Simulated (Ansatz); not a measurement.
Consider BH₉OSi₃ (SMILES O[SiH2]B([SiH3])[SiH3]).

Input

```
crystal:
  periodic: [false, false, false]
  atoms:
    - {symbol: O, position_ang: [-2.433245, 0.985701, 1.224832]}
    - {symbol: Si, position_ang: [-1.367187, -0.277811, 1.201803]}
    - {symbol: B, position_ang: [0.206302, -0.095853, -0.009853]}
    - {symbol: Si, position_ang: [0.352572, 1.432683, -1.289329]}
    - {symbol: Si, position_ang: [1.648188, -1.483724, 0.008463]}
    - {symbol: H, position_ang: [-2.712286, 1.341729, 0.380071]}
    - {symbol: H, position_ang: [-0.946713, -0.450947, 2.616288]}
    - {symbol: H, position_ang: [-2.032933, -1.544234, 0.753113]}
    - {symbol: H, position_ang: [1.001639, 2.509202, -0.480158]}
    - {symbol: H, position_ang: [1.191930, 1.179390, -2.491610]}
    - {symbol: H, position_ang: [-0.969655, 1.951794, -1.745879]}
    - {symbol: H, position_ang: [1.664831, -2.368708, 1.204942]}
    - {symbol: H, position_ang: [3.000005, -0.877627, -0.150293]}
    - {symbol: H, position_ang: [1.383650, -2.330797, -1.193790]}
basis:
  gaussian: {orbitals: def2-TZVPP}
hamiltonian: {xc: pbe0, dispersion: d4}
output: {orbitals: {seedname: orbitals}}
```

Launched as:

```sh
ansatz run in.yaml --threads 4 --pin off --events-out ev --progress --plain --max-ram 10444MiB
```

Geometry: PBE0-D4/def2-TZVP.

The calculation used RKS PBE0-D4/def2-TZVPP in Ansatz 0.2.0.

Predict the electron density and electron localisation function between the atoms.

Answer. Si–O (1.65 Å): ρ at the midpoint is about 1.2 e/Å³; the ELF peaks at about 0.85 between the atoms, as expected for a shared but strongly polarised pair.
Si–B (1.99 Å): the density is about 0.82 e/Å³ at the midpoint; the ELF peaks at about 1 between the atoms, as expected for a shared electron pair.

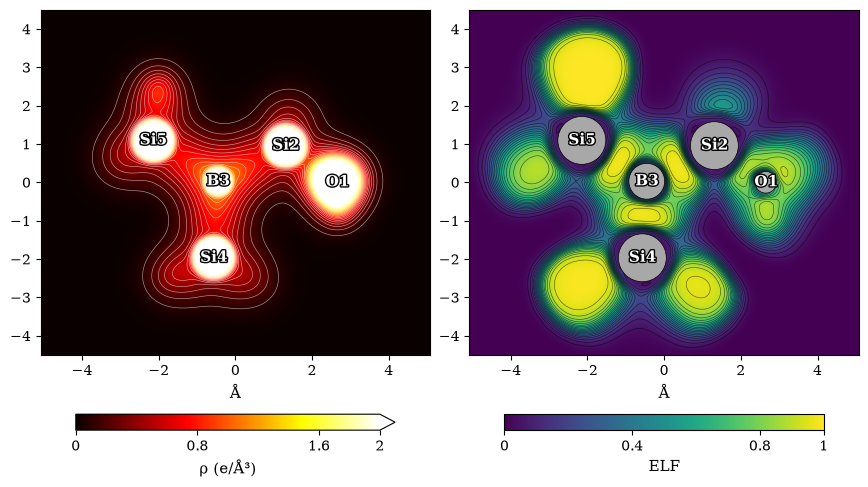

Computed electron density and electron localisation function on the plane of atoms Si2, B3 and Si5, in this order. Grey discs cover the atomic cores in the ELF map. 
